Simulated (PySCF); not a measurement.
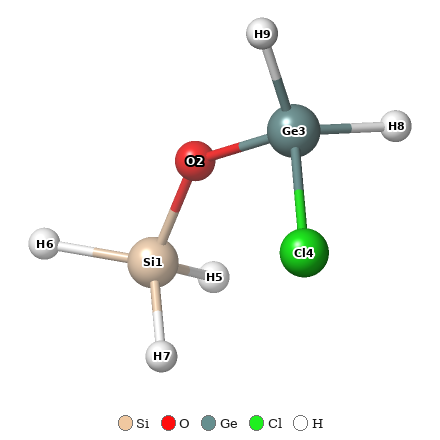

GeSiH₅OCl, SMILES [SiH3][O][GeH2][Cl], singlet. Vertical core-electron binding energies by ΔSCF (B3LYP, pcX-2 on the ionised atom, pcseg-1 elsewhere, spin-free X2C; PySCF 2.14.0, at a PBE0-D3(BJ)/def2-SVP geometry (no frequency check)), gas phase, against the vacuum level. One atom of each kind was ionised; within a panel, areas follow the number of like atoms and 2j + 1 (2p levels are split by first-order spin-orbit coupling, an approximation), each panel is scaled alone, Gaussians of 0.6 eV full width. Only the regions named are shown.

Question: Predict the Si 2p and Cl 2p photoelectron lines.

Answer:
| level | atoms | binding energy (eV) |
| --- | --- | --- |
| Si 2p1/2 | Si1 | 108.2 |
| Si 2p3/2 | Si1 | 107.5 |
| Cl 2p1/2 | Cl4 | 207.0 |
| Cl 2p3/2 | Cl4 | 205.4 |

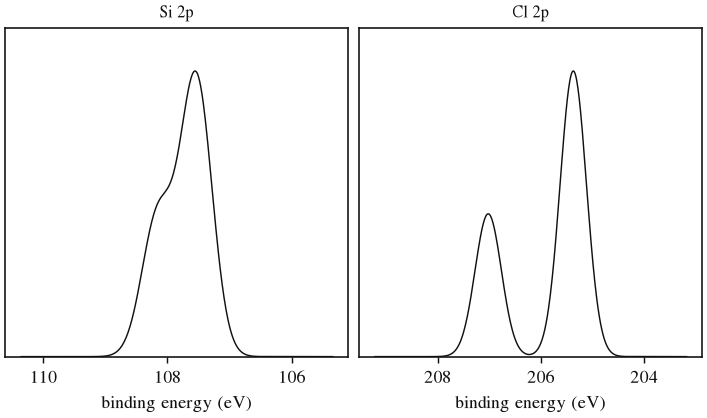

Note: one conformer of a flexible molecule.
